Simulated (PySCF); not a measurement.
C$_{8}$H$_{8}$, SMILES `C1=CC=CC=CC=C1`.

Level of theory: BP86/6-31+G* (PySCF), at a geometry from GFN2-xTB. No frequency check shows the geometry to be a minimum. The basis has diffuse s and p functions alone, which still leaves polarisabilities too small, most of all across bonds.

Geometry (Å), atoms numbered from 1:

```
C1       1.5915    0.4676   -0.4132
C2       1.4250   -0.8492   -0.4126
C3       0.4673   -1.5918    0.4121
C4      -0.8494   -1.4245    0.4135
C5      -1.5915   -0.4670   -0.4124
C6      -1.4251    0.8486   -0.4130
C7      -0.4678    1.5919    0.4122
C8       0.8500    1.4246    0.4138
H9       2.3800    0.9066   -1.0150
H10      2.0792   -1.4712   -1.0139
H11      0.9067   -2.3809    1.0126
H12     -1.4709   -2.0789    1.0151
H13     -2.3803   -0.9056   -1.0140
H14     -2.0799    1.4693   -1.0150
H15     -0.9068    2.3809    1.0132
H16      1.4719    2.0786    1.0154
```

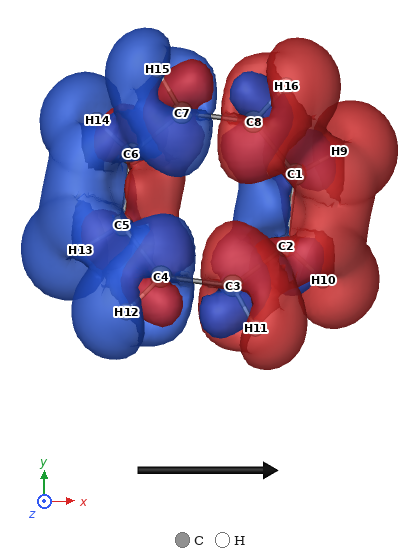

Change of the electron density in a uniform field of 0.21 V/Å along +x (arrow), surfaces at ±0.001 e/Å³ (blue: gain, red: loss).

The field was applied in both directions; the picture shows the one opposite to the script's first.

How large is the response?

Answer. The induced dipole is 1.06 D (along the field); α along this axis, from the fields in both directions, is 104 bohr³ (15.5 Å³).

The PySCF run took 95 s on 1 thread of Arm Neoverse V2, on a shared host, peak memory 0.6 GiB.
